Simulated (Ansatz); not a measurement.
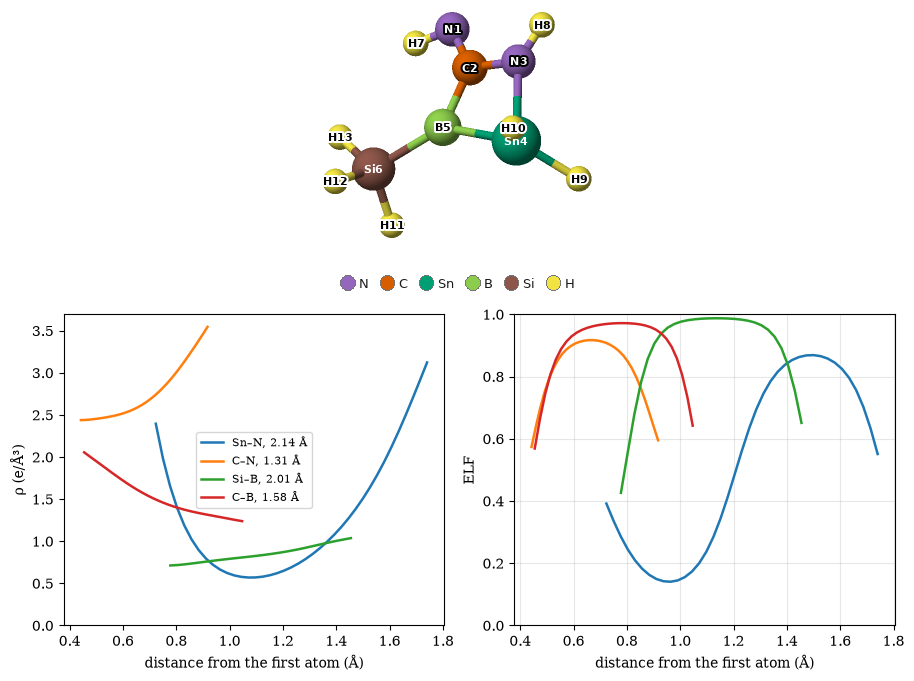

*CH$_{7}$BN$_{2}$SiSn (SMILES N=C1[NH][SnH2][B]1[SiH3]). Electron density and electron localisation function along straight lines between neighbouring atoms. The curves leave out the atomic cores. The structure is drawn too.*

Core potentials replace the inner electrons of Sn.

Level of theory: RKS BLYP-D4/def2-SVP (Ansatz 0.2.0).

Input

```
crystal:
  periodic: [false, false, false]
  atoms:
    - { symbol: "N", position_ang: [-1.7326, -1.3672, -0.9499] }
    - { symbol: C, position_ang: [-0.5632, -1.0458, -0.6496] }
    - { symbol: "N", position_ang: [0.6517, -1.8017, -0.7528] }
    - { symbol: Sn, position_ang: [1.6113, -0.8416, 0.8427] }
    - { symbol: B, position_ang: [0.1362, 0.3182, -0.1865] }
    - { symbol: Si, position_ang: [-0.5424, 2.1318, 0.135] }
    - { symbol: H, position_ang: [-2.5049, -0.6004, -0.8648] }
    - { symbol: H, position_ang: [0.9679, -2.6827, -1.2203] }
    - { symbol: H, position_ang: [0.9651, -1.462, 2.418] }
    - { symbol: H, position_ang: [3.209, -0.4122, 0.5796] }
    - { symbol: H, position_ang: [-1.3308, 2.1343, 1.4045] }
    - { symbol: H, position_ang: [0.6061, 3.0593, 0.2629] }
    - { symbol: H, position_ang: [-1.4531, 2.5353, -1.0039] }
basis:
  gaussian: { orbitals: def2-SVP }
hamiltonian:
  xc: blyp
  dispersion: d4
relax:
  f_tol: 0.015
  max_steps: 40
output:
  orbitals: {}
```

Run with:

```sh
ansatz run input.yaml --threads 2 --pin off --max-ram 3072MiB --backend cpu --events-out ev --progress --plain --runs-dir out
```

The fields are those of the run's last geometry, not of the input's.

Compare the contacts.

Answer. Sn–N (2.14 Å): the density is about 0.57 e/Å³ at the midpoint; the ELF peaks at about 0.85 in the valence shell of N, 0.6 Å from its nucleus, and drops to about 0.15 between the two atoms.
C–N (1.31 Å): ρ is about 2.6 e/Å³ halfway; the ELF peaks at about 0.90 between the atoms, as expected for a covalent bond.
Si–B (2.01 Å): the density is about 0.79 e/Å³ at the midpoint; the ELF peaks at about 1 between the atoms: a shared electron pair.
C–B (1.58 Å): ρ is about 1.4 e/Å³ halfway; the ELF peaks at about 1 between the atoms; a shared electron pair.
